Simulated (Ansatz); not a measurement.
# C2H6Cl2Si: a ladder of functionals and wavefunction methods

How much do the methods differ for C2H6Cl2Si? The plan is to run it at one geometry with functionals of several rungs and with coupled cluster, and see how far each lands from CCSD(T) at the basis-set limit for the atomisation energy.

Computed with Ansatz 0.2.0, Gaussian basis. Level: functionals in def2-TZVPP, the program's frozen cores in correlated methods.

Levels to be run: LDA (SPW92), PBE-D4, revPBE-D4, BLYP-D4, r2SCAN-D4, B97M-V, PBE0-D4, B3LYP-D4, r2SCANh-D4, r2SCAN0-D4, HSE06-D4, BHLYP-D4, CAM-B3LYP-D4, LC-ωPBE, ωB97X-V, ωB97M-V, B2PLYP, PBE-QIDH; CCSD(T)/def2-SVP; CCSD(T)/def2-TZVPP; MP2/def2-QZVPP; extrapolation to the limit; RPA on PBE.

### 1 Structure used throughout

All runs share one geometry, relaxed beforehand with PBE0-D4 in a triple-zeta def2 set.

11 atoms, charge 0, spin multiplicity 1.

Atoms are counted from 1 here; the program's logs count them from 0.

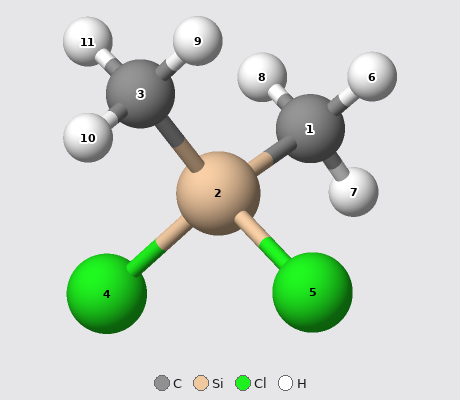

The structure; carbon grey, silicon light orange, chlorine green, hydrogen white; atoms are numbered from 1 in the order of the file.

### 2 LDA

This LDA is Slater exchange with PW92 correlation.

Input file in.yaml:

```yaml
crystal:
  periodic: [false, false, false]
  atoms:
    - {symbol: C, position_ang: [-1.467869, 0.257201, 0.573451]}
    - {symbol: Si, position_ang: [0.057997, 0.400378, -0.463684]}
    - {symbol: C, position_ang: [1.415697, -0.766983, 0.003571]}
    - {symbol: Cl, position_ang: [-0.449923, 0.064359, -2.429673]}
    - {symbol: Cl, position_ang: [0.769913, 2.326344, -0.322747]}
    - {symbol: H, position_ang: [-1.233688, 0.459249, 1.621465]}
    - {symbol: H, position_ang: [-2.223196, 0.972423, 0.243270]}
    - {symbol: H, position_ang: [-1.885812, -0.749377, 0.495227]}
    - {symbol: H, position_ang: [1.726746, -0.591986, 1.036348]}
    - {symbol: H, position_ang: [2.280789, -0.627536, -0.647003]}
    - {symbol: H, position_ang: [1.074845, -1.800971, -0.089625]}
basis:
  gaussian: {orbitals: def2-TZVPP}
hamiltonian: {xc: lda}
output: {orbitals: {seedname: orbitals}}
```

Command:

```sh
> ansatz run in.yaml --threads 4 --pin off --events-out ev --progress --plain --max-ram 10444MiB
```

The runs that follow: PBE-D4 (GGA); revPBE-D4 (GGA); BLYP-D4 (GGA); r2SCAN-D4 (meta-GGA); B97M-V (meta-GGA); PBE0-D4 (hybrid); B3LYP-D4 (hybrid); r2SCANh-D4 (hybrid); r2SCAN0-D4 (hybrid); HSE06-D4 (hybrid); BHLYP-D4 (hybrid); CAM-B3LYP-D4 (range-separated); LC-ωPBE (range-separated); ωB97X-V (range-separated); ωB97M-V (range-separated); B2PLYP (double hybrid); PBE-QIDH (double hybrid); CCSD(T) in def2-SVP; CCSD(T) in def2-TZVPP; MP2 in def2-QZVPP; RPA on PBE orbitals.

Q: Predict the results of all the runs planned. Wanted: atomisation energy, CCSD(T)/CBS; farthest beyond LDA; mean size of error, GGA; mean size of error, meta-GGA; mean size of error, hybrid; mean size of error, range-separated; mean size of error, double hybrid; gap, smallest and largest; T1 diagnostic.

As calculated:

| quantity | value |
| --- | --- |
| atomisation energy, CCSD(T)/CBS | 42.156 eV |
| functionals within 0.211 eV (0.5 %) | r2SCAN-D4, PBE0-D4, r2SCANh-D4, r2SCAN0-D4, HSE06-D4, CAM-B3LYP-D4, ωB97X-V, ωB97M-V, PBE-QIDH |
| farthest beyond LDA | BHLYP-D4 (-0.925 eV) |
| mean size of error, GGA | 0.473 eV |
| mean size of error, meta-GGA | 0.243 eV |
| mean size of error, hybrid | 0.266 eV |
| mean size of error, range-separated | 0.169 eV |
| mean size of error, double hybrid | 0.342 eV |
| gap, smallest and largest | 7.14 eV (LDA (SPW92)), 14.41 eV (LC-ωPBE) |
| T1 diagnostic | 0.0087 |
| triples share of the correlation energy | 4.0 % |

**Reading.** LDA overbinds by 5.117 eV (12 %). PBE-D4 is off by +0.406 eV. Double hybrids carry the basis error of their MP2 part in triple zeta, and no dispersion term here, so their miss is partly the set-up's. Taken by rung, range-separated functionals do best (0.169 eV on average) and GGA ones worst beyond LDA (0.473 eV). The gap between the best rungs is small, so their order is not settled. The reference freezes the cores and leaves out relativity and excitations past (T), so misses under about 0.211 eV can't be ranked. Hartree-Fock recovers 76 % of the binding; the rest is correlation. CCSD(T) in def2-SVP is off by -2.526 eV, so the small basis spoils what the method gains. Orbital gaps span 7.1 to 14.4 eV; exact exchange widens them.
